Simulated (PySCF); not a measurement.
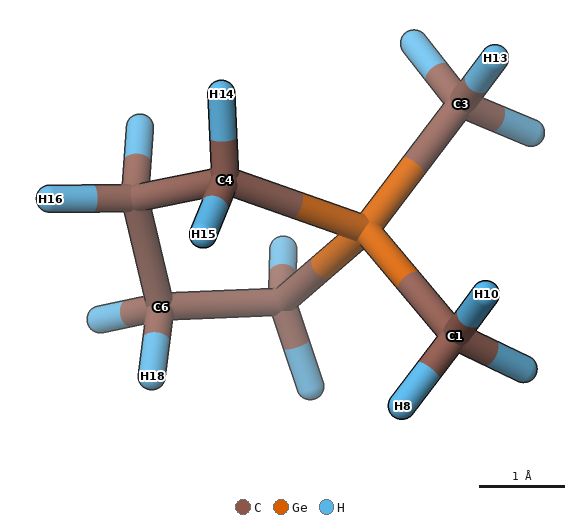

This is the input geometry for a relaxation of C6H14Ge. The picture is a stick view, seen at a tilt.

The start comes from GFN2-xTB. Its atoms were then displaced at random by about 0.01 Å.

These are results of PBE0-D3(BJ)/def2-SVP geometry optimisation, gas phase in PySCF 2.14.0, density-fitted response routines, not measurements.

```xyz
21

C     1.6519   -1.2032   -1.4728
Ge    0.7376   -0.0677   -0.0875
C     2.0728    0.8569    1.0435
C    -0.6065   -1.0680    0.9481
C    -1.8575   -0.1537    0.9032
C    -1.9646    0.4820   -0.4797
C    -0.6374    1.1795   -0.8062
H     0.9022   -1.6598   -2.1032
H     2.2613   -0.5612   -2.0947
H     2.2458   -1.9460   -1.0076
H     2.7056    1.5133    0.4606
H     1.6033    1.4567    1.8183
H     2.7076    0.1490    1.5381
H    -0.3705   -1.3010    1.9822
H    -0.8755   -2.0237    0.4550
H    -2.7719   -0.6719    1.1711
H    -1.7216    0.6644    1.6440
H    -2.1453   -0.3134   -1.1988
H    -2.8069    1.1610   -0.5227
H    -0.6222    2.1476   -0.2854
H    -0.5793    1.3814   -1.8824
```

### Predict the outcome.

The atom that moves furthest after the best rigid fit is H20 (0.085 Å). By element the largest moves are H 0.085 Å, C 0.069 Å, Ge 0.014 Å. Among the contacts that change: C1–Ge2 2.011 → 1.955 Å, C1–H10 1.059 → 1.100 Å, C3–H13 1.072 → 1.100 Å, Ge2–C3 1.979 → 1.956 Å. Bond angles that change, for instance: Ge2–C4–H14 117.5° → 113.8°, C5–C4–H14 109.2° → 112.8°, C5–C4–H15 107.4° → 110.7°. The energy falls by 4.07 kcal/mol in 11 geometry steps.

Final geometry:

```xyz
21

C     1.6140   -1.1563   -1.4393
Ge    0.7245   -0.0631   -0.0838
C     2.0521    0.8443    1.0289
C    -0.6203   -1.0666    0.9601
C    -1.8552   -0.1583    0.9118
C    -1.9607    0.4911   -0.4727
C    -0.6309    1.1691   -0.8259
H     0.8713   -1.6413   -2.0902
H     2.2722   -0.5377   -2.0678
H     2.2255   -1.9405   -0.9687
H     2.6658    1.5284    0.4236
H     1.5570    1.4304    1.8175
H     2.7228    0.1155    1.5081
H    -0.3014   -1.2993    1.9868
H    -0.8229   -2.0263    0.4553
H    -2.7803   -0.7045    1.1625
H    -1.7539    0.6401    1.6695
H    -2.1791   -0.2970   -1.2162
H    -2.8082    1.1959   -0.5144
H    -0.5433    2.1439   -0.3174
H    -0.5202    1.3544   -1.9047
```

The end point in the same view:

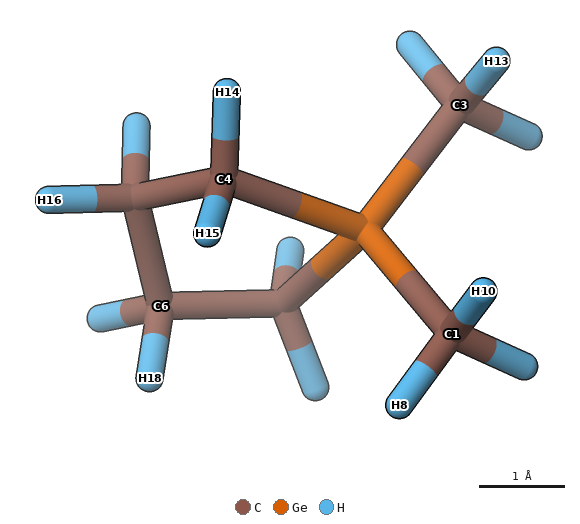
